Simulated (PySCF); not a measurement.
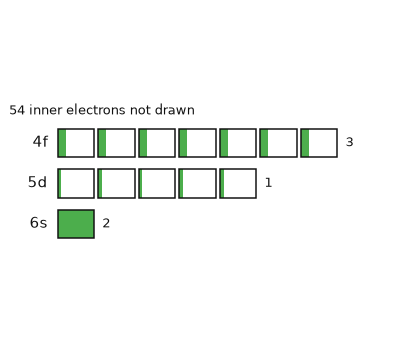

Fig. 1: The outer shells of the nominal configuration: a box for each of the 2l + 1 orbitals, shaded by the share of the shell that is filled, with the electron count at the right.

## Atomic calculation for Nd

Nd, configuration 1s2 2s2 2p6 3s2 3p6 3d10 4s2 4p6 4d10 4f3 5s2 5p6 5d1 6s2, multiplicity 5. Computed at this level: unrestricted PBE, ANO-RCC-VTZP, spin-free X2C-1e, Gaussian nucleus (PySCF).

## Summary

| quantity | value |
| --- | --- |
| outcome | converged |
| total energy | −9622.5142 hartree |
| ⟨S²⟩ | 6.004 |
| ⟨L²⟩ | 40.21 |
| SCF iterations | 11 |
| hardware | 1 CPU thread, shared host |
| CPU time | 2.3 s (integrals apart) |

## Notes

The driver held the occupations shell by shell, and empty f levels lie below the filled 5d. This is not the ground configuration of the species. ⟨L²⟩ departs from that of the intended term, so the determinant mixes terms.

## Input file
```python
from pyscf import gto, scf, dft, mp, cc
import basis_set_exchange as bse
mol = gto.M(atom="Nd 0 0 0", charge=0, spin=4, symmetry="D2h",
            basis=gto.basis.parse(bse.get_basis("ANO-RCC-VTZP", elements=["Nd"], fmt="nwchem")),
            nucmod="G")
mf = dft.UKS(mol, xc="PBE").sfx2c1e()
mf.irrep_nelec = {'Ag': (11, 10), 'B1g': (2, 2), 'B2g': (2, 2), 'B3g': (2, 2), 'B1u': (4, 4), 'B2u': (6, 4), 'B3u': (5, 4)}
mf.kernel()
```

The script is an equivalent of what the driver set up; the driver started from orbitals of its own, so the log can be shorter than this script's would be, and it computed the properties (radii, ⟨L²⟩, response) afterwards. It held the occupations shell by shell, which the script's counts by irreducible representation don't always enforce.

## Log (extracts)
```
damping factor = 0
level_shift factor = 0
DIIS = <class 'pyscf.scf.diis.CDIIS'>
diis_start_cycle = 1
diis_space = 10
diis_damp = 0
SCF conv_tol = 1e-09
SCF conv_tol_grad = None
number electrons alpha = 32  beta = 28
XC functionals = PBE
    J. P. Perdew, K. Burke, and M. Ernzerhof.,  Phys. Rev. Lett. 77, 3865 (1996)
    J. P. Perdew, K. Burke, and M. Ernzerhof.,  Phys. Rev. Lett. 78, 1396 (1997)
    J. P. Perdew, K. Burke, and M. Ernzerhof.,  Phys. Rev. Lett. 77, 3865 (1996)
    J. P. Perdew, K. Burke, and M. Ernzerhof.,  Phys. Rev. Lett. 78, 1396 (1997)
cycle= 1 E= -9622.51333410219  delta_E= -0.0188  |g|= 0.0601  |ddm|= 0.341
cycle= 2 E= -9622.51398199439  delta_E= -0.000648  |g|= 0.0359  |ddm|= 0.0536
cycle= 3 E= -9622.51418727049  delta_E= -0.000205  |g|= 0.0089  |ddm|= 0.0182
cycle= 4 E= -9622.51421130303  delta_E= -2.4e-05  |g|= 0.000775  |ddm|= 0.00914
cycle= 5 E= -9622.51421232611  delta_E= -1.02e-06  |g|= 0.00014  |ddm|= 0.00405
cycle= 6 E= -9622.51421236211  delta_E= -3.6e-08  |g|= 5.41e-05  |ddm|= 0.000858
cycle= 7 E= -9622.5142123649  delta_E= -2.79e-09  |g|= 1.07e-05  |ddm|= 0.000227
cycle= 8 E= -9622.51421236709  delta_E= -2.19e-09  |g|= 3.71e-05  |ddm|= 0.000438
cycle= 9 E= -9622.51421236718  delta_E= -8.55e-11  |g|= 3.74e-05  |ddm|= 8.29e-06
cycle= 10 E= -9622.51421236406  delta_E= 3.12e-09  |g|= 2.93e-07  |ddm|= 0.000726
cycle= 11 E= -9622.51421236407  delta_E= -7.28e-12  |g|= 2.07e-08  |ddm|= 3.83e-06
converged SCF energy = -9622.51421236407  <S^2> = 6.0043186  2S+1 = 5.0017271
```

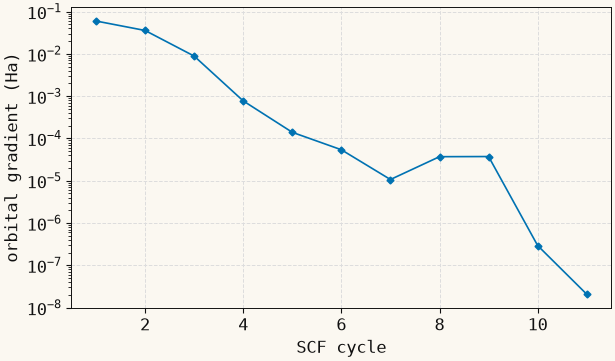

Fig. 2: Convergence: orbital gradient against the SCF cycle. The residual comes down, with one marked jump up, by a factor of about 3, at step 8. It goes from 0.060 to 2.1×10⁻⁸ in 11 steps.

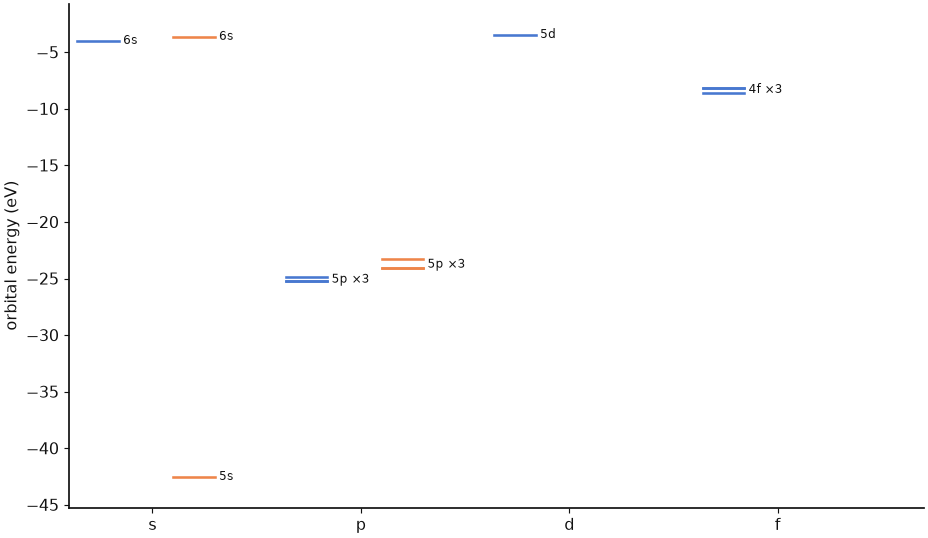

Fig. 3: Orbital energies of the mean field, from the top down to −42.5 eV, by angular momentum, α spin at the left of each column and β at the right; ×n counts the orbitals under one label. Empty levels that the record names by l alone aren't drawn. The highest filled orbital is 5d α at −3.43 eV, the lowest empty one f α at −7.48 eV.
